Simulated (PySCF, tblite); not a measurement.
# C5H9FO2Si: geometry, infrared bands and NMR shifts

Aim: predict the infrared bands and NMR shifts of C5H9FO2Si (`O=C1CO[C@@H](CCF)[SiH2]1`).

The runs use tblite 0.8.0 and PySCF 2.14.0, with density-fitted response routines of our own; the level of theory stands in each step. All values are computed, except where a source is named. Atoms are numbered from 0 throughout.

### 1 The starting structure

18 atoms, charge 0, multiplicity 1; geometry from: force field or distance geometry start.

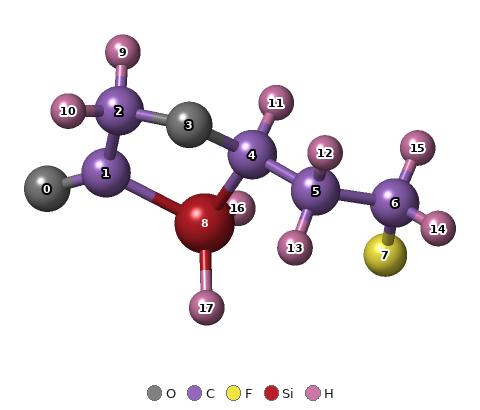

As it starts; oxygen grey, carbon purple, fluorine yellow, silicon red, hydrogen pink, atoms numbered.

### 2 Geometry optimisation with GFN2-xTB

Job settings and geometry (Å):

```
{"job": {"kind": "relax", "xc": "GFN2-xTB", "basis": "xTB"}, "charge": 0, "multiplicity": 1}
O     -3.514200     0.480800     0.823300
C     -2.440300     0.329700     0.287400
C     -2.084000     0.240000    -1.177600
O     -0.686500     0.440600    -1.419900
C      0.090700    -0.209200    -0.353900
C      1.504800     0.367600    -0.429900
C      2.530500    -0.464000     0.323000
F      2.212900    -0.493200     1.649000
Si    -0.861800     0.018900     1.309000
H     -2.389800    -0.739800    -1.561800
H     -2.635500     1.022700    -1.725700
H      0.102600    -1.283000    -0.590200
H      1.817800     0.440500    -1.466500
H      1.517800     1.393000    -0.040200
H      3.526500    -0.024400     0.238500
H      2.557100    -1.495600    -0.029300
H     -0.864000    -1.238300     2.102900
H     -0.393300     1.219800     2.050400
```

Launch:

```console
> OMP_NUM_THREADS=1 python probes_run.py task.json out
```

This one command runs all jobs of the session in turn.

What it wrote:

```text
step      E/eV     max force
  0    -812.21621    1.697
  1    -812.30711    0.796
  2    -812.36335    0.653
  3    -812.38195    0.650
  4    -812.39464    0.275
  5    -812.40099    0.197
  6    -812.40829    0.238
  7    -812.41211    0.146
  8    -812.41472    0.119
  9    -812.41631    0.111
 10    -812.41761    0.104
 11    -812.41849    0.075
 12    -812.41911    0.060
 13    -812.41961    0.071
 14    -812.42015    0.073
 15    -812.42072    0.064
 16    -812.42129    0.047
 17    -812.42179    0.058
 18    -812.42229    0.062
 19    -812.42281    0.063
 20    -812.42335    0.056
 21    -812.42386    0.058
 22    -812.42435    0.070
 23    -812.42497    0.068
 24    -812.42581    0.071
 25    -812.42676    0.090
 26    -812.42752    0.085
 27    -812.42807    0.061
 28    -812.42850    0.047
 29    -812.42890    0.042
 30    -812.42930    0.040
 31    -812.42963    0.041
 32    -812.42994    0.042
 33    -812.43028    0.044
 34    -812.43066    0.048
 35    -812.43106    0.047
 36    -812.43142    0.046
 37    -812.43174    0.047
 38    -812.43208    0.058
 39    -812.43238    0.046
 40    -812.43260    0.035
 41    -812.43277    0.032
 42    -812.43293    0.031
 43    -812.43310    0.030
 44    -812.43325    0.026
 45    -812.43337    0.029
 46    -812.43348    0.029
 47    -812.43361    0.028
 48    -812.43376    0.029
 49    -812.43391    0.028
 50    -812.43404    0.023
 51    -812.43413    0.023
 52    -812.43422    0.020
 53    -812.43431    0.025
 54    -812.43441    0.028
 55    -812.43454    0.032
 56    -812.43468    0.029
 57    -812.43485    0.032
 58    -812.43504    0.037
 59    -812.43524    0.032
 60    -812.43541    0.029
 61    -812.43552    0.018
 62    -812.43561    0.019
 63    -812.43569    0.021
 64    -812.43577    0.024
 65    -812.43582    0.019
 66    -812.43587    0.014
 67    -812.43591    0.017
 68    -812.43595    0.019
 69    -812.43598    0.016
 70    -812.43600    0.008
```

Wall time 0.44 s (1 thread of Arm Neoverse V2, shared host); peak memory 0.18 GiB.

Relaxation path: (not every step is listed)

| step | energy from step 0 (eV) | largest force (eV/Å) |
| --- | --- | --- |
| 0 | 0.0000 | 1.6965 |
| 1 | -0.0909 | 0.7959 |
| 2 | -0.1471 | 0.6533 |
| 3 | -0.1657 | 0.6498 |
| 4 | -0.1784 | 0.2753 |
| 5 | -0.1848 | 0.1967 |
| 6 | -0.1921 | 0.2377 |
| 7 | -0.1959 | 0.1462 |
| 8 | -0.1985 | 0.1192 |
| 13 | -0.2034 | 0.0714 |
| 18 | -0.2061 | 0.0621 |
| 23 | -0.2088 | 0.0683 |
| 28 | -0.2123 | 0.0467 |
| 33 | -0.2141 | 0.0440 |
| 38 | -0.2159 | 0.0578 |
| 43 | -0.2169 | 0.0300 |
| 48 | -0.2175 | 0.0291 |
| 53 | -0.2181 | 0.0252 |
| 58 | -0.2188 | 0.0365 |
| 63 | -0.2195 | 0.0214 |
| 65 | -0.2196 | 0.0187 |
| 66 | -0.2197 | 0.0145 |
| 67 | -0.2197 | 0.0169 |
| 68 | -0.2197 | 0.0188 |
| 69 | -0.2198 | 0.0155 |
| 70 | -0.2198 | 0.0081 |

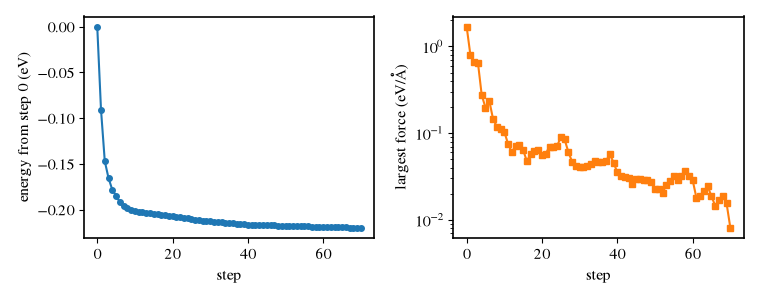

Energy and force, step by step.

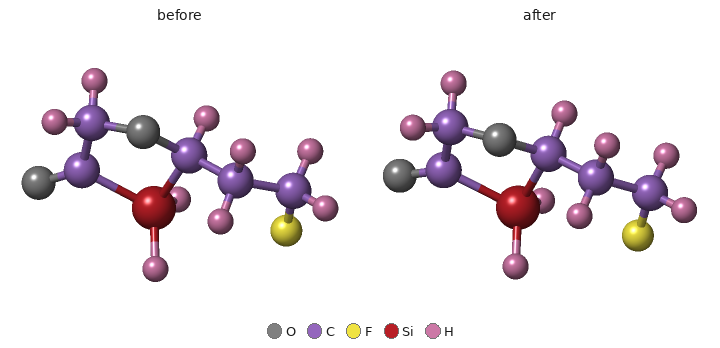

Before and after, at one scale.

Distances of close pairs at the start and the end, largest changes first:

| bond | before (Å) | after (Å) | change (Å) |
| --- | --- | --- | --- |
| O3–C4 | 1.471 | 1.432 | -0.038 |
| Si8–H16 | 1.487 | 1.456 | -0.031 |
| C2–O3 | 1.432 | 1.402 | -0.031 |
| Si8–H17 | 1.487 | 1.457 | -0.030 |
| C1–Si8 | 1.906 | 1.930 | +0.024 |
| C6–F7 | 1.364 | 1.379 | +0.015 |
| C2–H10 | 1.103 | 1.092 | -0.012 |
| C1–C2 | 1.510 | 1.521 | +0.011 |

The next job starts from the end point, and lists it.

### 3 Infrared spectrum with GFN2-xTB

Job settings and geometry (Å):

```
{"job": {"kind": "ir", "xc": "GFN2-xTB", "basis": "xTB"}, "charge": 0, "multiplicity": 1}
O     -3.550580     0.270218     0.785016
C     -2.424903     0.231624     0.358147
C     -2.078558     0.315742    -1.120666
O     -0.713756     0.580842    -1.299697
C      0.100951    -0.201946    -0.419645
C      1.523481     0.337277    -0.507375
C      2.465588    -0.449212     0.384426
F      2.076579    -0.343185     1.703338
Si    -0.753942    -0.015518     1.291745
H     -2.356745    -0.652989    -1.571447
H     -2.637461     1.105843    -1.625721
H      0.095919    -1.247259    -0.776087
H      1.883671     0.279081    -1.535961
H      1.522296     1.385915    -0.207708
H      3.487794    -0.064079     0.329716
H      2.452460    -1.517268     0.145558
H     -0.738955    -1.228260     2.096981
H     -0.362598     1.219489     1.957723
```

What it wrote:

```text
mode    cm-1     km/mol
  1      61.2      0.21
  2      64.0      4.38
  3      92.9      9.53
  4     164.0     12.92
  5     199.5      3.80
  6     250.1      9.23
  7     324.6      6.68
  8     360.9      1.56
  9     370.8      4.65
 10     380.9     18.21
 11     498.5     44.22
 12     511.8     29.14
 13     528.4     23.39
 14     593.8     12.54
 15     621.9     58.83
 16     655.2     45.50
 17     677.9    101.77
 18     727.8    189.76
 19     856.3      4.59
 20     873.3     18.92
 21     922.8     12.61
 22     990.5     27.48
 23    1009.6     28.06
 24    1024.2     16.73
 25    1077.2     34.75
 26    1093.0     50.54
 27    1124.2     11.65
 28    1151.3     12.64
 29    1182.1      7.16
 30    1220.9      3.20
 31    1251.9      4.76
 32    1264.7     15.23
 33    1287.7      4.82
 34    1324.2      3.65
 35    1334.0      9.00
 36    1418.7     15.28
 37    1444.9      1.86
 38    1474.0      4.30
 39    1770.0    266.50
 40    2326.3    115.01
 41    2339.6    350.53
 42    2794.2     64.85
 43    2819.6     45.50
 44    2950.0     21.99
 45    2961.5     26.38
 46    2980.3     10.29
 47    2986.9     30.26
 48    3005.2     22.23
```

Wall time 0.6 s (1 thread of Arm Neoverse V2, shared host); peak memory 0.18 GiB.

The strongest bands and the atoms that carry them (share of the mass-weighted mode):

| cm⁻¹ | km/mol | atoms |
| --- | --- | --- |
| 622 | 58.8 | H17 37 %, O0 17 %, C1 14 %, O3 13 % |
| 678 | 101.8 | Si8 24 %, C4 21 %, H16 20 % |
| 728 | 189.8 | H16 44 %, H17 40 %, Si8 11 % |
| 1093 | 50.5 | O3 44 %, C2 31 % |
| 1770 | 266.5 | C1 61 %, O0 39 % |
| 2326 | 115.0 | H17 81 %, H16 17 % |
| 2340 | 350.5 | H16 80 %, H17 16 % |
| 2794 | 64.8 | H11 93 % |

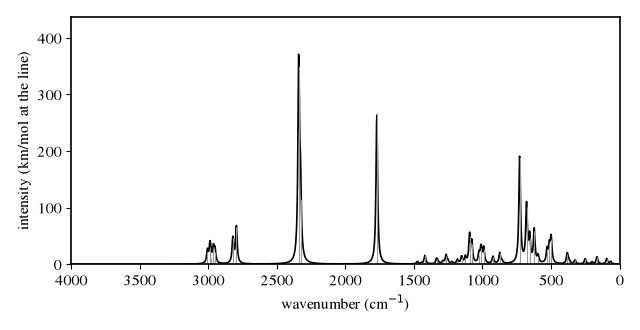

The infrared spectrum from these modes, unscaled. Lines are broadened to a width of 14 cm⁻¹ (Lorentzian).

### 4 Nuclear shieldings: PBE0/pcSseg-1

The job, as its differences from that of step 3:

```diff
@@ -1,2 +1,2 @@
-{"job": {"kind": "ir", "xc": "GFN2-xTB", "basis": "xTB"}, "charge": 0, "multiplicity": 1}
+{"job": {"kind": "nmr", "xc": "PBE0", "basis": "pcSseg-1"}, "charge": 0, "multiplicity": 1}
 O     -3.550580     0.270218     0.785016
```

Method: GIAO PBE0/pcSseg-1 NMR shielding, non-relativistic, gas phase.

What it wrote:

```text
coarse grid: 15896 points
cycle   1  E = -734.7722523418  dE =  1.271e+00  |g| = 9.596e-01  |ddm| = 3.799e+00
cycle   2  E = -734.2967008186  dE =  4.756e-01  |g| = 1.851e+00  |ddm| = 2.202e+00
cycle   3  E = -734.9339516989  dE = -6.373e-01  |g| = 2.284e-01  |ddm| = 1.620e+00
cycle   4  E = -734.9424666748  dE = -8.515e-03  |g| = 1.071e-01  |ddm| = 2.514e-01
cycle   5  E = -734.9443518418  dE = -1.885e-03  |g| = 2.292e-02  |ddm| = 8.916e-02
cycle   6  E = -734.9444503652  dE = -9.852e-05  |g| = 7.796e-03  |ddm| = 2.157e-02
cycle   7  E = -734.9444607330  dE = -1.037e-05  |g| = 1.974e-03  |ddm| = 6.178e-03
cycle   8  E = -734.9444613722  dE = -6.392e-07  |g| = 6.520e-04  |ddm| = 1.735e-03
final grid: 150336 points
cycle   9  E = -735.0266789042  dE = -2.540e-05  |g| = 1.570e-02  |ddm| = 2.953e-02
cycle  10  E = -735.0265759301  dE =  1.030e-04  |g| = 2.844e-02  |ddm| = 2.802e-02
cycle  11  E = -735.0267233820  dE = -1.475e-04  |g| = 3.302e-03  |ddm| = 1.899e-02
cycle  12  E = -735.0267254674  dE = -2.085e-06  |g| = 4.911e-04  |ddm| = 2.337e-03
cycle  13  E = -735.0267255038  dE = -3.642e-08  |g| = 1.938e-04  |ddm| = 5.853e-04
cycle  14  E = -735.0267255114  dE = -7.645e-09  |g| = 4.098e-05  |ddm| = 2.250e-04
cycle  15  E = -735.0267255117  dE = -2.910e-10  |g| = 1.842e-05  |ddm| = 5.090e-05
converged SCF energy = -735.0267255117

GIAO shielding tensors (ppm)
atom      isotropic    diamagn.    paramagn.     s11        s22        s33       span
  0 O     -518.547     394.189    -912.736  -1479.804   -471.783    395.946   1875.750
  1 C      -71.626     258.270    -329.896   -173.991   -101.283     60.396    234.387
  2 C      103.457     246.592    -143.135     90.101     97.221    123.048     32.947
  3 O      289.591     398.405    -108.813    222.823    318.227    327.723    104.900
  4 C      111.900     252.066    -140.166     78.975     89.725    167.001     88.027
  5 C      147.144     246.866     -99.722    133.336    149.738    158.357     25.021
  6 C      102.676     241.256    -138.580     63.989     84.430    159.608     95.619
  7 F      419.511     476.340     -56.829    377.441    426.101    454.990     77.549
  8 Si     420.263     881.099    -460.835    365.013    421.073    474.705    109.692
  9 H       28.063      29.001      -0.938     23.953     26.409     33.826      9.872
 10 H       27.609      28.135      -0.526     23.562     26.467     32.800      9.238
 11 H       27.758      32.814      -5.056     24.330     27.569     31.375      7.044
 12 H       29.401      30.188      -0.787     25.325     27.757     35.123      9.798
 13 H       29.177      30.943      -1.766     26.316     27.716     33.498      7.182
 14 H       26.592      26.377       0.215     21.876     26.436     31.465      9.589
 15 H       27.036      28.528      -1.493     22.615     26.849     31.642      9.027
 16 H       27.907      29.472      -1.565     24.567     25.841     33.313      8.746
 17 H       27.935      29.686      -1.751     24.454     26.637     32.713      8.259
```

Wall time 45 s (1 thread of Arm Neoverse V2, shared host); peak memory 0.93 GiB.

Shifts follow as δ = σ(reference) − σ, with reference shieldings (ppm) from runs at the same level and on the same kind of geometry: 1H TMS 31.72, 13C TMS 186.9, 29Si TMS 349.2, 19F CFCl3 170.9, 17O H2O 336.1. The references are single molecules in the gas phase, so shifts against H2O, NH3, PH3, H3PO4 or CFCl3 are not on the usual liquid scales and can be off by tens of ppm.

| atoms | environment | σ (ppm) | δ (ppm) | δ scaled to CDCl3 |
| --- | --- | --- | --- | --- |
| C1 | carbonyl carbon | -71.6 | 258.6 | 250.4 |
| C6 | sp3 CH2 bonded to F | 102.7 | 84.2 | 80.3 |
| C2 | sp3 CH2 bonded to O, α to a carbonyl | 103.5 | 83.5 | 79.6 |
| C4 | sp3 CH bonded to O and Si | 111.9 | 75.0 | 71.3 |
| C5 | sp3 CH2 | 147.1 | 39.8 | 36.9 |
| H14 | hydrogen on an sp3 CH2 bonded to F | 26.59 | 5.12 | 4.94 |
| H15 | hydrogen on an sp3 CH2 bonded to F | 27.04 | 4.68 | 4.52 |
| H10 | hydrogen on an sp3 CH2 bonded to O, α to a carbonyl | 27.61 | 4.11 | 3.98 |
| H11 | hydrogen on an sp3 CH bonded to O and Si | 27.76 | 3.96 | 3.84 |
| H16 | hydrogen on a silicon bonded to 2 C, in a 5-membered ring | 27.91 | 3.81 | – |
| H17 | hydrogen on a silicon bonded to 2 C, in a 5-membered ring | 27.93 | 3.78 | – |
| H9 | hydrogen on an sp3 CH2 bonded to O, α to a carbonyl | 28.06 | 3.65 | 3.55 |
| H13 | hydrogen on an sp3 CH2 | 29.18 | 2.54 | 2.50 |
| H12 | hydrogen on an sp3 CH2 | 29.40 | 2.32 | 2.29 |
| O0 | carbonyl oxygen | -518.5 | 854.6 | – |
| O3 | ether oxygen | 289.6 | 46.5 | – |
| F7 | fluorine on an sp3 carbon | 419.5 | -248.6 | – |
| Si8 | silicon bonded to 2 C, 2 H, in a 5-membered ring | 420.3 | -71.1 | – |

The scaled column applies a straight-line fit of computed shieldings to shifts measured in CDCl3, and one for carbons that bear F (root-mean-square error 0.16 ppm for H, 1.9 ppm for C).

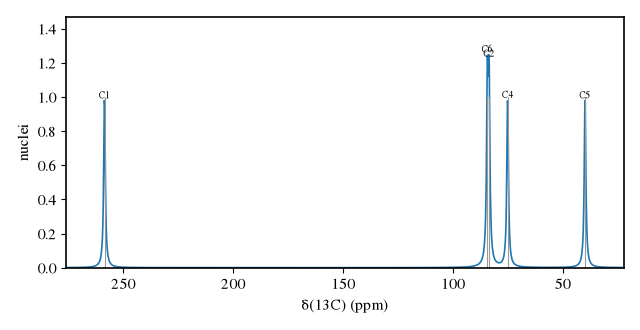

13C lines at the computed shifts, without couplings. Lines are broadened to a width of 0.88 ppm (Lorentzian).

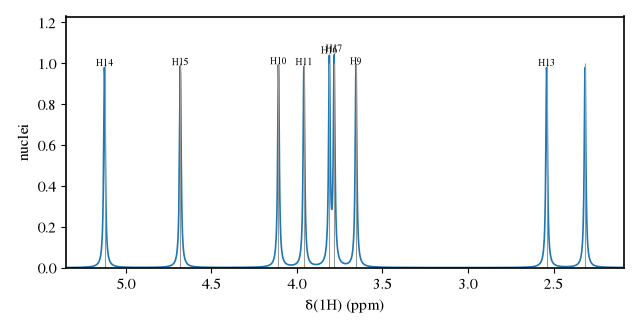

1H lines at the computed shifts, without couplings. Lines are broadened to a width of 0.01 ppm (Lorentzian).

Charges from the same density, by scheme (e):

| atoms | Mulliken | IAO | Hirshfeld | ESP fit |
| --- | --- | --- | --- | --- |
| O0 | -0.34 | -0.38 | -0.23 | -0.45 |
| C1 | -0.05 | 0.13 | 0.07 | 0.40 |
| C2 | 0.09 | -0.11 | -0.01 | -0.10 |
| O3 | -0.51 | -0.40 | -0.14 | -0.40 |
| C4 | -0.23 | -0.18 | -0.05 | 0.15 |
| C5 | -0.24 | -0.27 | -0.08 | -0.18 |
| C6 | 0.16 | 0.04 | 0.03 | 0.06 |
| F7 | -0.34 | -0.33 | -0.10 | -0.22 |
| Si8 | 0.65 | 0.65 | 0.31 | 0.20 |

Mulliken charges:

O0 -0.34; C1 -0.05; C2 0.09; O3 -0.51; C4 -0.23; C5 -0.24; C6 0.16; F7 -0.34; Si8 0.65; H9 0.12; H10 0.15; H11 0.13; H12 0.13; H13 0.14; H14 0.12; H15 0.11; H16 -0.05; H17 -0.05

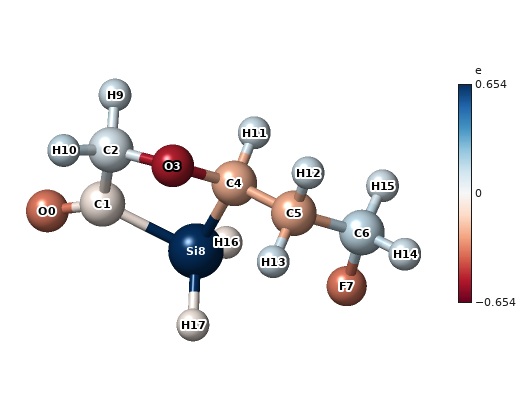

Mulliken charges, as colours on the atoms.

Mayer bond orders: O0–C1 1.97, C1–C2 0.92, C2–O3 0.93, O3–C4 0.85, C4–C5 1.03, C5–C6 1.04, C6–F7 0.85, C4–Si8 0.85, Si8–C1 0.80.

Ring of atoms C1, C2, O3, C4, Si8: NICS(0) 2.0, NICS(1) -1.4, NICS(1)zz -2.1 ppm (means of both faces).

Orbitals, density, ELF and potential are computed afterwards from the orbital file.

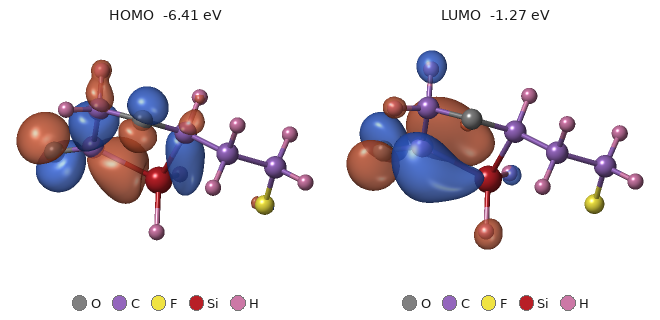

Frontier orbitals at PBE0/pcSseg-1; each surface holds 70 % of the orbital's density, blue and red mark the sign.

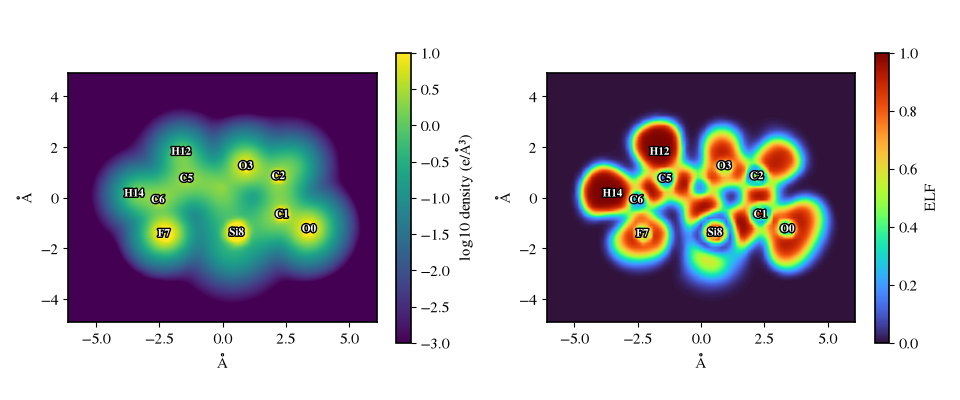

Density (left) and ELF (right) in a plane through or near 10 of the atoms.

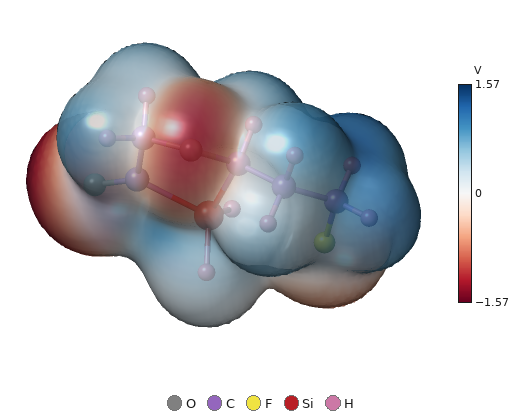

Electrostatic potential on the surface of density 0.002 e/bohr³; red is low, blue high. It runs from -1.57 V near O0 to 1.21 V near H11.

### 5 Outcome

```
                                 quantity                                                     value
strongest single infrared mode (GFN2-xTB)                                     2340 cm⁻¹, 351 km/mol
             zero-point energy (GFN2-xTB)                                             82.0 kcal/mol
   13C shifts against TMS (PBE0/pcSseg-1)                         258.6, 84.2, 83.5, 75.0, 39.8 ppm
    1H shifts against TMS (PBE0/pcSseg-1)  5.12, 4.68, 4.11, 3.96, 3.81, 3.78, 3.65, 2.54, 2.32 ppm
   17O shifts against H2O (PBE0/pcSseg-1)                                           854.6, 46.5 ppm
 19F shifts against CFCl3 (PBE0/pcSseg-1)                                                -248.6 ppm
  29Si shifts against TMS (PBE0/pcSseg-1)                                                 -71.1 ppm
    surface potential, least and greatest                                        -1.57 V and 1.21 V
```

In words: The optimisation took 70 steps and gained 0.220 eV; among the close pairs (by a distance rule), O3–C4 changed most, from 1.471 to 1.432 Å. No mode is imaginary among the 48: a minimum at this level. The strongest single mode, at 2340 cm⁻¹, moves mainly H16. GFN2-xTB is a fitted tight-binding method: band positions and strengths are rough. Its intensities can rank the bands wrongly. At PBE0/pcSseg-1: Shielding is most anisotropic at O0 (span 1876 ppm, paramagnetic term -913 ppm). At PBE0/pcSseg-1, counted by nearest atom on the grid, the HOMO lies on O0 38 %; C1 13 %, the LUMO on C1 43 %; O0 28 %.
